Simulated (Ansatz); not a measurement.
Take GaP in the zinc blende structure (space group F-43m, No. 216; a = 5.5064 Å) as the base.

Now apply this change: an isotropic linear strain of +4.13 %, atoms relaxed at fixed cell.

Calculations: PBE (Ansatz, a quantum-chemistry and plane-wave program; PAW; 420 eV plane waves; without spin-orbit coupling), earlier PAW set.

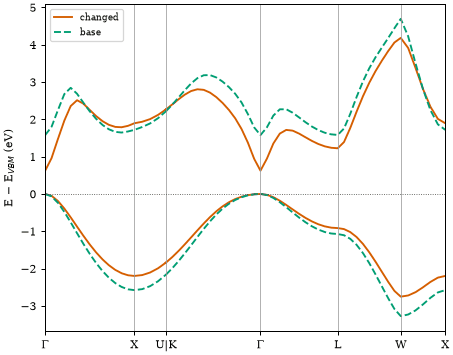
Highest valence and lowest conduction band along the path, each from its own valence-band maximum

Question: From the figure, how large is the changed gap, and is it direct?

Answer: About 0.6 eV, direct at Γ.

Whether these cells are dynamically stable was not tested. The real GaP has an indirect gap at ambient pressure; PBE orders its close-lying valleys differently.
